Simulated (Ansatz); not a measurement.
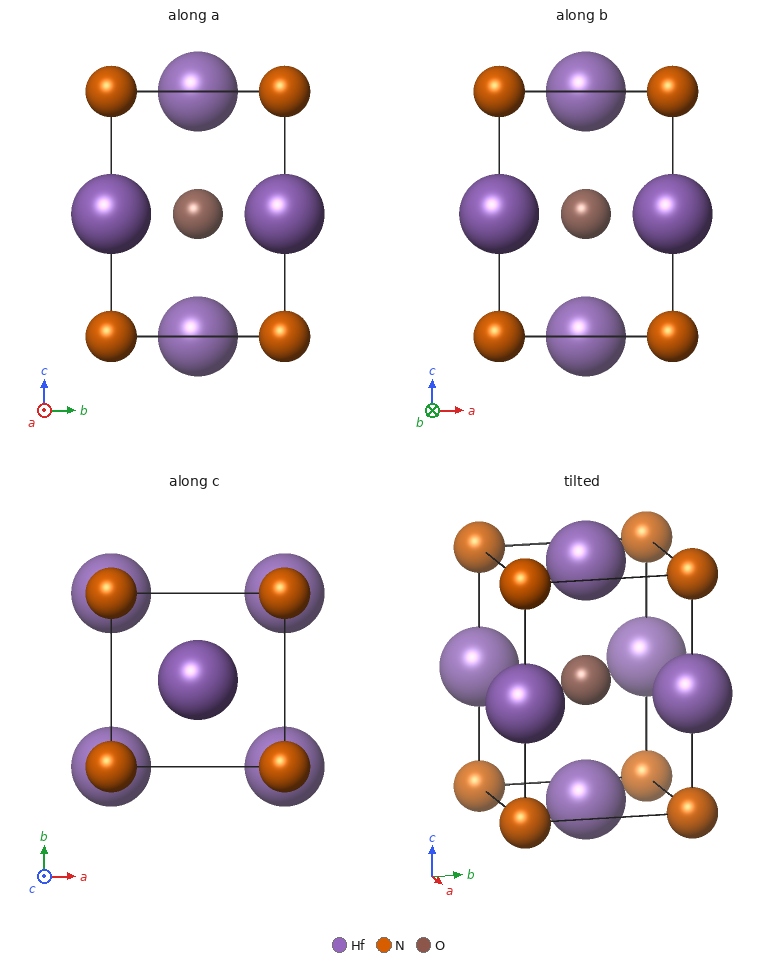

An orthographic spheres-only view of the structure, along the a axis, along the b axis, along the c axis and slightly off an axis. One conventional unit cell is framed, with atoms on its boundary repeated.

Lattice parameters: a = 3.2245 Å, b = 3.2245 Å, c = 4.5550 Å, α = 90.000°, β = 90.000°, γ = 90.000°.

Question: Write down what is shown as a CIF in P1 with every atom of the cell.

Answer:
```cif
data_structure
_symmetry_space_group_name_H-M 'P 1'
_symmetry_Int_Tables_number 1
_cell_length_a 3.2245
_cell_length_b 3.2245
_cell_length_c 4.5550
_cell_angle_alpha 90.000
_cell_angle_beta 90.000
_cell_angle_gamma 90.000
_cell_volume 47.36
loop_
_atom_site_label
_atom_site_type_symbol
_atom_site_fract_x
_atom_site_fract_y
_atom_site_fract_z
_atom_site_occupancy
Hf1 Hf 0.0000 0.0000 0.5000 1
Hf2 Hf 0.5000 0.5000 0.0000 1
N1 N 0.0000 0.0000 0.0000 1
O1 O 0.5000 0.5000 0.5000 1
```

The structure was taken from a structure type filled with these elements by a generator (whether the compound takes this form wasn't checked). The structure drawn was relaxed with DFT PBE, scalar-relativistic, plane waves, PAW (Ansatz 0.2.0).
